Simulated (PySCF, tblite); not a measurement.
# methyldichlorosilane (CH4Cl2Si): isotopologues and vibrational averages

How do isotopes change the rotational constants and shieldings of methyldichlorosilane (CH4Cl2Si) (`C[SiH](Cl)Cl`)?

Programs: PySCF 2.14.0 with density-fitted response routines of our own, and tblite 0.8.0. All values are computed, except where a source is named. Atoms count from 0 throughout.

## (1) The molecule as given

8 atoms, charge 0, multiplicity 1; geometry from: force field or distance geometry start.

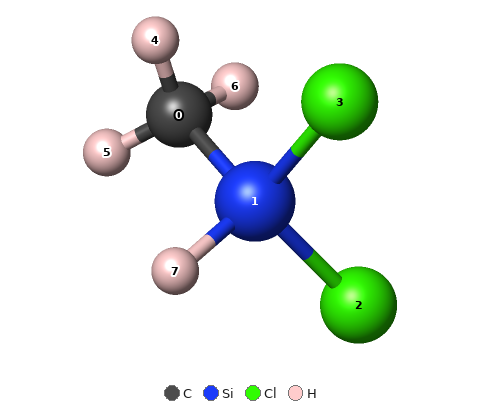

The starting geometry (carbon dark grey, silicon blue, chlorine green, hydrogen pink), atoms numbered.

## (2) GFN2-xTB relaxation, lowest of a short conformer search

Job settings and geometry (Å):

```
{"job": {"xc": "GFN2-xTB", "basis": "xTB", "kind": "relax"}, "charge": 0, "multiplicity": 1}
C     -0.981300    -0.204600    -0.009700
Si     0.802800     0.172800     0.116600
Cl     2.010200    -1.535900    -0.383600
Cl     1.165100     1.788700    -1.168200
H     -1.549500     0.761600    -0.195800
H     -1.388600    -0.686600     0.897100
H     -1.120200    -0.801700    -0.936200
H      1.097600     0.543200     1.581600
```

Command:

```console
$ OMP_NUM_THREADS=1 python ens_run.py task.json out
```

One launch serves the whole session.

The log of the run:

```text
step      E/eV     max force
  0    -410.38929    2.522
  1    -410.57227    1.234
  2    -410.66424    0.932
  3    -410.71229    0.779
  4    -410.73276    0.584
  5    -410.74273    0.325
  6    -410.74847    0.447
  7    -410.75878    0.398
  8    -410.76503    0.335
  9    -410.76906    0.174
 10    -410.77105    0.145
 11    -410.77260    0.123
 12    -410.77396    0.125
 13    -410.77503    0.091
 14    -410.77565    0.060
 15    -410.77598    0.053
 16    -410.77629    0.062
 17    -410.77667    0.059
 18    -410.77701    0.046
 19    -410.77722    0.041
 20    -410.77738    0.038
 21    -410.77761    0.061
 22    -410.77798    0.077
 23    -410.77845    0.082
 24    -410.77878    0.047
 25    -410.77888    0.018
 26    -410.77891    0.017
 27    -410.77895    0.021
 28    -410.77904    0.044
 29    -410.77926    0.078
 30    -410.77976    0.120
 31    -410.78065    0.155
 32    -410.78150    0.133
 33    -410.78255    0.115
 34    -410.78366    0.113
 35    -410.78431    0.133
 36    -410.78525    0.129
 37    -410.78582    0.077
 38    -410.78614    0.042
 39    -410.78626    0.037
 40    -410.78652    0.047
 41    -410.78665    0.030
 42    -410.78673    0.020
 43    -410.78676    0.013
 44    -410.78677    0.013
 45    -410.78680    0.017
 46    -410.78684    0.023
 47    -410.78687    0.023
 48    -410.78689    0.013
 49    -410.78689    0.007
 50    -410.78690    0.009
 51    -410.78691    0.011
 52    -410.78692    0.011
 53    -410.78693    0.008
 54    -410.78693    0.004
```

Wall time 0.26 s (1 thread of Intel Xeon Platinum 8488C, shared host).

Gain 0.398 eV; displacement 0.25 Å root mean square.

## (3) Tight optimisation and Hessian

Job settings and geometry (Å):

```
{"job": {"xc": "B3LYP", "basis": "pcSseg-1", "grid": 2, "temperatures": [400, 700], "kind": "geom"}, "charge": 0, "multiplicity": 1}
C     -1.014535    -0.201640    -0.042031
Si     0.827602     0.213515     0.137768
Cl     1.924313    -1.451994    -0.187904
Cl     1.334338     1.616088    -1.225588
H     -1.633125     0.676546     0.118286
H     -1.320860    -0.957227     0.675498
H     -1.239790    -0.583629    -1.035486
H      1.158287     0.725990     1.461196
```

The log of the run:

```text
step   0  E = -34028.3946696 eV  max force = 1.58428
step   1  E = -34028.4715007 eV  max force = 0.22826
step   2  E = -34028.4768793 eV  max force = 0.04577
step   3  E = -34028.4771586 eV  max force = 0.01722
step   4  E = -34028.4771999 eV  max force = 0.00168
step   5  E = -34028.4772012 eV  max force = 0.00370
step   6  E = -34028.4772046 eV  max force = 0.00026
step   7  E = -34028.4772046 eV  max force = 0.00026
step   8  E = -34028.4772046 eV  max force = 0.00022
harmonic wavenumbers (cm-1): 169.5 175.6 191.2 247.0 485.1 550.1 679.8 753.0 757.6 865.3 907.4 1297.4 1447.0 1449.1 2290.8 3025.9 3107.1 3115.6
```

It took 5 min on 1 thread of Intel Xeon Platinum 8488C, shared host; peak memory 0.55 GiB.

## (4) Displacements along the modes, parent

Job settings and geometry (Å):

```
{"job": {"xc": "B3LYP", "basis": "pcSseg-1", "grid": 2, "temperatures": [400, 700], "kind": "vib", "mass_numbers": [12, 28, 35, 35, 1, 1, 1, 1]}, "charge": 0, "multiplicity": 1}
C     -1.010733    -0.201045    -0.043410
Si     0.792780     0.208205     0.140873
Cl     1.932793    -1.497295    -0.182837
Cl     1.327375     1.653768    -1.251105
H     -1.623682     0.692341     0.123839
H     -1.305001    -0.964568     0.686146
H     -1.226582    -0.583078    -1.046880
H      1.149279     0.729321     1.475114
```

The log of the run:

```text
mode    cm-1    km/mol   phi_rrr   E(+)/cm-1  E(-)/cm-1
  1    169.53     0.00      -5.7      71.58      71.17
  2    175.59     4.17     -13.3      31.15      32.11
  3    191.17     0.61      -1.7      35.61      35.57
  4    247.02     8.57       5.3      44.96      44.56
  5    485.08    45.11      65.2      89.70      85.01
  6    550.13   130.75       0.1      99.16      99.10
  7    679.79     5.04     -25.0     121.89     123.68
  8    753.04    92.70     -96.2     132.33     139.27
  9    757.61     3.67       0.2     137.45     137.20
 10    865.27   210.62       1.7     156.45     156.12
 11    907.36   124.82      29.9     164.84     162.67
 12   1297.38    31.59     160.0     239.72     228.17
 13   1447.02     9.29      74.4     263.23     257.84
 14   1449.09     6.78      -6.0     260.69     261.14
 15   2290.78    99.72   -1261.4     370.18     460.77
 16   3025.87     0.35    1055.0     584.28     508.40
 17   3107.11     1.22       3.7     562.37     562.09
 18   3115.59     0.40   -1036.3     526.91     601.30
```

It took 5.1 min on 1 thread of Intel Xeon Platinum 8488C, shared host; peak memory 0.57 GiB.

## (5) Displacements along the modes, 30Si at atom 1

Job settings and geometry (Å):

```
{"job": {"xc": "B3LYP", "basis": "pcSseg-1", "grid": 2, "temperatures": [400, 700], "kind": "vib", "mass_numbers": [12, 30, 35, 35, 1, 1, 1, 1]}, "charge": 0, "multiplicity": 1}
C     -1.010733    -0.201045    -0.043410
Si     0.792780     0.208205     0.140873
Cl     1.932793    -1.497295    -0.182837
Cl     1.327375     1.653768    -1.251105
H     -1.623682     0.692341     0.123839
H     -1.305001    -0.964568     0.686146
H     -1.226582    -0.583078    -1.046880
H      1.149279     0.729321     1.475114
```

The log of the run:

```text
mode    cm-1    km/mol   phi_rrr   E(+)/cm-1  E(-)/cm-1
  1    169.52     0.00      -5.6      71.47      71.06
  2    174.70     4.20     -13.3      30.99      31.95
  3    190.76     0.64      -1.7      35.55      35.51
  4    243.76     8.39       5.6      44.38      43.96
  5    479.26    44.52      66.0      88.68      83.93
  6    540.03   128.88       0.1      97.34      97.28
  7    677.71     4.45      34.2     123.60     121.15
  8    744.52    91.22     -85.1     131.22     137.35
  9    757.56     3.50      -0.3     137.20     137.45
 10    862.29   200.46       1.7     155.92     155.59
 11    905.35   119.23      30.6     164.51     162.29
 12   1297.29    31.11     159.8     239.70     228.16
 13   1446.99     9.36      74.5     263.22     257.84
 14   1449.06     6.93      -6.0     260.68     261.13
 15   2288.15    98.13   -1259.2     369.79     460.21
 16   3025.87     0.36    1055.0     584.28     508.40
 17   3107.11     1.21       3.7     562.37     562.09
 18   3115.59     0.40   -1036.3     526.91     601.30
```

Run time: 5 min. Hardware: 1 thread of Intel Xeon Platinum 8488C, shared host; peak memory 0.57 GiB.

## (6) Vibrational averages by isotopologue

Job settings and geometry (Å):

```
{"job": {"xc": "B3LYP", "basis": "pcSseg-1", "grid": 2, "temperatures": [400, 700], "kind": "iso"}, "charge": 0, "multiplicity": 1}
C     -1.010733    -0.201045    -0.043410
Si     0.792780     0.208205     0.140873
Cl     1.932793    -1.497295    -0.182837
Cl     1.327375     1.653768    -1.251105
H     -1.623682     0.692341     0.123839
H     -1.305001    -0.964568     0.686146
H     -1.226582    -0.583078    -1.046880
H      1.149279     0.729321     1.475114
```

The log of the run:

```text
parent
  Be/MHz 4258.299 2341.633 1651.665
  B0/MHz 4235.992 2338.508 1645.877
  ZPE/cm-1 10757.2
  <sigma>(0 K)/ppm 167.715 304.295 846.799 846.738 30.271 30.270 30.026 25.419
30Si at atom 1
  Be/MHz 4231.614 2337.242 1649.816
  B0/MHz 4209.579 2334.192 1644.093
  ZPE/cm-1 10737.8
  <sigma>(0 K)/ppm 167.721 304.315 846.858 846.798 30.272 30.270 30.027 25.420
```

Wall time 15 min (1 thread of Intel Xeon Platinum 8488C, shared host); peak memory 0.57 GiB. This counts the whole study up to here.

Rotational constants (MHz) at equilibrium and in the ground state:

| isotopologue | Be | B0 | zero-point change (cm⁻¹) |
| --- | --- | --- | --- |
| parent | 4258.3, 2341.6, 1651.7 | 4236.0, 2338.5, 1645.9 | 0.0 |
| 30Si at atom 1 | 4231.6, 2337.2, 1649.8 | 4209.6, 2334.2, 1644.1 | -19.5 |

Shieldings of the first species (ppm): at equilibrium, the vibrational parts at 0 K, and the averages:

| atom | equilibrium | anharmonic | harmonic | 0 K | 400 K | 700 K |
| --- | --- | --- | --- | --- | --- | --- |
| C0 | 172.24 | 1.14 | -5.67 | 167.72 | 166.61 | 165.38 |
| Si1 | 305.28 | -1.06 | 0.08 | 304.30 | 303.33 | 302.11 |
| Cl2 | 860.02 | -2.19 | -11.02 | 846.80 | 839.12 | 829.16 |
| Cl3 | 860.02 | -2.24 | -11.04 | 846.74 | 838.93 | 828.84 |
| H4 | 30.91 | 0.22 | -0.86 | 30.27 | 30.17 | 30.04 |
| H5 | 30.91 | 0.22 | -0.86 | 30.27 | 30.16 | 30.03 |
| H6 | 30.66 | 0.22 | -0.85 | 30.03 | 29.94 | 29.82 |
| H7 | 25.75 | -0.09 | -0.24 | 25.42 | 25.39 | 25.31 |

Isotope effects on the shieldings at 0 K (ppb; positive means more shielded):

```csv
atom,30Si at atom 1
C0,6
Si1,20
Cl2,60
Cl3,60
H4,0
H5,0
H6,0
H7,1
```

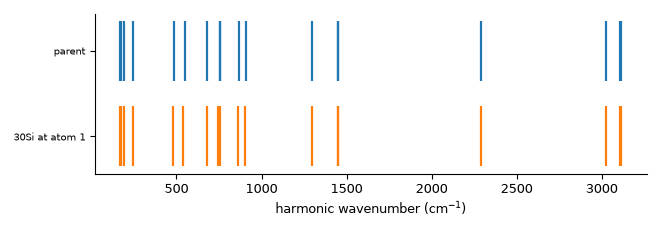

Harmonic wavenumbers of each isotopologue.

## (7) Displacements along the modes

Job settings and geometry (Å):

```
{"job": {"xc": "B3LYP", "basis": "pcSseg-1", "grid": 2, "temperatures": [400, 700], "drop_cubic": true, "kind": "vib", "mass_numbers": [12, 28, 35, 35, 1, 1, 1, 1]}, "charge": 0, "multiplicity": 1}
C     -1.010733    -0.201045    -0.043410
Si     0.792780     0.208205     0.140873
Cl     1.932793    -1.497295    -0.182837
Cl     1.327375     1.653768    -1.251105
H     -1.623682     0.692341     0.123839
H     -1.305001    -0.964568     0.686146
H     -1.226582    -0.583078    -1.046880
H      1.149279     0.729321     1.475114
```

The log of the run:

```text
mode    cm-1    km/mol   phi_rrr   E(+)/cm-1  E(-)/cm-1
  1    169.53     0.00      -0.0      71.58      71.17
  2    175.59     4.17      -0.0      31.15      32.11
  3    191.17     0.61      -0.0      35.61      35.57
  4    247.02     8.57       0.0      44.96      44.56
  5    485.08    45.10       0.0      89.70      85.01
  6    550.13   130.77       0.0      99.16      99.10
  7    679.79     5.04      -0.0     121.89     123.68
  8    753.04    92.69      -0.0     132.33     139.27
  9    757.61     3.67       0.0     137.45     137.20
 10    865.27   210.63       0.0     156.45     156.12
 11    907.36   124.84       0.0     164.84     162.67
 12   1297.38    31.59       0.0     239.72     228.17
 13   1447.02     9.29       0.0     263.23     257.84
 14   1449.09     6.78      -0.0     260.69     261.14
 15   2290.78    99.73      -0.0     370.18     460.77
 16   3025.87     0.35       0.0     584.28     508.40
 17   3107.11     1.21       0.0     562.37     562.09
 18   3115.59     0.40      -0.0     526.91     601.30
```

Run time: 4.8 min. Hardware: 1 thread of Intel Xeon Platinum 8488C, shared host; peak memory 0.56 GiB.

This input is unsound on purpose: cubic force constants left out.

## (8) Displacements along the modes

Job settings and geometry (Å):

```
{"job": {"xc": "B3LYP", "basis": "pcSseg-1", "grid": 2, "temperatures": [400, 700], "drop_cubic": true, "kind": "vib", "mass_numbers": [12, 30, 35, 35, 1, 1, 1, 1]}, "charge": 0, "multiplicity": 1}
C     -1.010733    -0.201045    -0.043410
Si     0.792780     0.208205     0.140873
Cl     1.932793    -1.497295    -0.182837
Cl     1.327375     1.653768    -1.251105
H     -1.623682     0.692341     0.123839
H     -1.305001    -0.964568     0.686146
H     -1.226582    -0.583078    -1.046880
H      1.149279     0.729321     1.475114
```

The log of the run:

```text
mode    cm-1    km/mol   phi_rrr   E(+)/cm-1  E(-)/cm-1
  1    169.52     0.00      -0.0      71.47      71.06
  2    174.70     4.20      -0.0      30.99      31.95
  3    190.76     0.64      -0.0      35.55      35.51
  4    243.76     8.39       0.0      44.38      43.96
  5    479.26    44.52       0.0      88.68      83.93
  6    540.03   128.89       0.0      97.34      97.28
  7    677.71     4.45       0.0     123.60     121.15
  8    744.52    91.21      -0.0     131.22     137.35
  9    757.56     3.50      -0.0     137.20     137.45
 10    862.29   200.47       0.0     155.92     155.59
 11    905.35   119.25       0.0     164.51     162.29
 12   1297.29    31.11       0.0     239.70     228.16
 13   1446.99     9.36       0.0     263.22     257.84
 14   1449.06     6.93      -0.0     260.68     261.13
 15   2288.15    98.14      -0.0     369.79     460.21
 16   3025.87     0.36       0.0     584.28     508.40
 17   3107.11     1.21       0.0     562.37     562.09
 18   3115.59     0.40      -0.0     526.91     601.30
```

Wall time 5 min (1 thread of Intel Xeon Platinum 8488C, shared host); peak memory 0.56 GiB.

This input is unsound on purpose: cubic force constants left out.

## (9) Vibrational averages by isotopologue, second settings

Changed since step 6:

```diff
@@ -1,2 +1,2 @@
-{"job": {"xc": "B3LYP", "basis": "pcSseg-1", "grid": 2, "temperatures": [400, 700], "kind": "iso"}, "charge": 0, "multiplicity": 1}
+{"job": {"xc": "B3LYP", "basis": "pcSseg-1", "grid": 2, "temperatures": [400, 700], "drop_cubic": true, "kind": "iso"}, "charge": 0, "multiplicity": 1}
 C     -1.010733    -0.201045    -0.043410
```

The log of the run:

```text
parent
  Be/MHz 4258.299 2341.633 1651.665
  B0/MHz 4263.899 2344.006 1652.082
  ZPE/cm-1 10757.2
  <sigma>(0 K)/ppm 166.579 305.356 848.990 848.990 30.047 30.046 29.808 25.509
30Si at atom 1
  Be/MHz 4231.614 2337.242 1649.816
  B0/MHz 4237.149 2339.59 1650.23
  ZPE/cm-1 10737.8
  <sigma>(0 K)/ppm 166.582 305.363 849.026 849.027 30.047 30.046 29.808 25.509
```

Run time: 10 min. Hardware: 1 thread of Intel Xeon Platinum 8488C, shared host; peak memory 0.57 GiB. This counts the runs that the step sums up.

These settings are unsound on purpose: cubic force constants left out. The values are not to be used.

Rotational constants (MHz) at equilibrium and in the ground state:

| isotopologue | Be | B0 | zero-point change (cm⁻¹) |
| --- | --- | --- | --- |
| parent | 4258.3, 2341.6, 1651.7 | 4263.9, 2344.0, 1652.1 | 0.0 |
| 30Si at atom 1 | 4231.6, 2337.2, 1649.8 | 4237.1, 2339.6, 1650.2 | -19.5 |

Shieldings of the first species (ppm): at equilibrium, the vibrational parts at 0 K, and the averages:

| atom | equilibrium | anharmonic | harmonic | 0 K | 400 K | 700 K |
| --- | --- | --- | --- | --- | --- | --- |
| C0 | 172.24 | 0.00 | -5.66 | 166.58 | 158.58 | 150.10 |
| Si1 | 305.28 | 0.00 | 0.08 | 305.36 | 305.27 | 305.39 |
| Cl2 | 860.02 | -0.01 | -11.02 | 848.99 | 840.54 | 830.10 |
| Cl3 | 860.02 | 0.01 | -11.03 | 848.99 | 840.51 | 830.03 |
| H4 | 30.91 | 0.00 | -0.86 | 30.05 | 28.79 | 27.43 |
| H5 | 30.91 | 0.00 | -0.86 | 30.05 | 28.79 | 27.43 |
| H6 | 30.66 | 0.00 | -0.85 | 29.81 | 28.58 | 27.25 |
| H7 | 25.75 | 0.00 | -0.24 | 25.51 | 25.46 | 25.35 |

Isotope effects on the shieldings at 0 K (ppb; positive means more shielded):

```
atom  30Si at atom 1
  C0               3
 Si1               7
 Cl2              37
 Cl3              37
  H4               0
  H5               0
  H6               0
  H7               0
```

## (10) Summary of results

| quantity | value |
| --- | --- |
| point group | Cs |
| B0 of the first species | 4236.0, 2338.5, 1645.9 MHz |
| zero-point energy | 10757 cm⁻¹ |
| zero-point change of σ(Cl3) | -13.28 ppm |

**Reading.** Zero-point motion changes the shielding of Cl3 most, by -13.28 ppm. The largest secondary isotope effect is 60 ppb on Cl3, 1 bond from the change (30Si at atom 1). The job flags a low mode; perturbation theory is less sure for low modes. Internal rotors are held in one well.
